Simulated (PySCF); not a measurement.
System (SMILES): FSF.
Geometry (B3LYP-D3(BJ)/def2-TZVP, fixed):
```xyz
3

F     -1.2130    -0.5047     0.0161
S     -0.0057     0.5532     0.0075
F      1.2232    -0.4788    -0.0294
```
Charge 0, spin multiplicity 1.

Basis-set convergence of the isotropic shielding of F1 at PBE with PySCF. GIAO, no density fitting; atoms are numbered in the order shown. All functions are spherical. No added dispersion term, no relativity. Reference: the value in pcSseg-3, 311.75 ppm, itself unsure by roughly 4.54 ppm (its mean distance from pcseg-3, pcSseg-2). Deviations are taken from unrounded values. Cost is core time over that of pcSseg-1, rough, on shared machines of one kind; a dash marks a row that isn't timed (too short, read off another run, short of memory, by another algorithm or on other hardware).

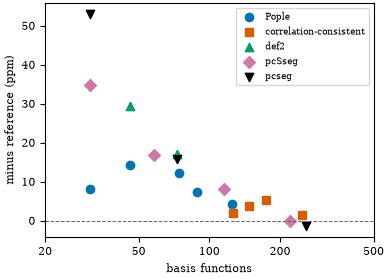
Figure. Deviation from the reference against the number of basis functions, by family of sets.

```json
[
 {"basis": "6-31G", "functions": "31", "isotropic shielding of F1 (ppm)": "319.73", "minus reference (ppm)": "7.99", "cost": "-"},
 {"basis": "pcSseg-0", "functions": "31", "isotropic shielding of F1 (ppm)": "346.57", "minus reference (ppm)": "34.83", "cost": "-"},
 {"basis": "pcseg-0", "functions": "31", "isotropic shielding of F1 (ppm)": "364.72", "minus reference (ppm)": "52.97", "cost": "-"},
 {"basis": "6-31G**", "functions": "46", "isotropic shielding of F1 (ppm)": "325.94", "minus reference (ppm)": "14.20", "cost": "0.6×"},
 {"basis": "def2-SVP", "functions": "46", "isotropic shielding of F1 (ppm)": "341.07", "minus reference (ppm)": "29.33", "cost": "0.6×"},
 {"basis": "pcSseg-1", "functions": "58", "isotropic shielding of F1 (ppm)": "328.65", "minus reference (ppm)": "16.90", "cost": "1×"},
 {"basis": "aug-pcseg-1", "functions": "73", "isotropic shielding of F1 (ppm)": "327.57", "minus reference (ppm)": "15.83", "cost": "1×"},
 {"basis": "def2-SVPD", "functions": "73", "isotropic shielding of F1 (ppm)": "328.89", "minus reference (ppm)": "17.14", "cost": "1×"},
 {"basis": "6-311+G**", "functions": "74", "isotropic shielding of F1 (ppm)": "324.02", "minus reference (ppm)": "12.27", "cost": "1×"},
 {"basis": "6-311++G(2d,2p)", "functions": "89", "isotropic shielding of F1 (ppm)": "319.20", "minus reference (ppm)": "7.45", "cost": "2×"},
 {"basis": "pcSseg-2", "functions": "115", "isotropic shielding of F1 (ppm)": "319.93", "minus reference (ppm)": "8.18", "cost": "3×"},
 {"basis": "6-311++G(3df,3pd)", "functions": "125", "isotropic shielding of F1 (ppm)": "315.93", "minus reference (ppm)": "4.18", "cost": "3×"},
 {"basis": "jun-cc-pV(T+d)Z", "functions": "126", "isotropic shielding of F1 (ppm)": "313.60", "minus reference (ppm)": "1.85", "cost": "3×"},
 {"basis": "aug-cc-pV(T+d)Z", "functions": "147", "isotropic shielding of F1 (ppm)": "315.53", "minus reference (ppm)": "3.78", "cost": "5×"},
 {"basis": "cc-pV(Q+d)Z", "functions": "174", "isotropic shielding of F1 (ppm)": "317.10", "minus reference (ppm)": "5.35", "cost": "9×"},
 {"basis": "pcSseg-3", "functions": "220", "isotropic shielding of F1 (ppm)": "311.75", "minus reference (ppm)": "0.00", "cost": "9×"},
 {"basis": "aug-cc-pV(Q+d)Z", "functions": "249", "isotropic shielding of F1 (ppm)": "313.26", "minus reference (ppm)": "1.51", "cost": "20×"},
 {"basis": "aug-pcseg-3", "functions": "259", "isotropic shielding of F1 (ppm)": "310.31", "minus reference (ppm)": "-1.44", "cost": "20×"}
]
```
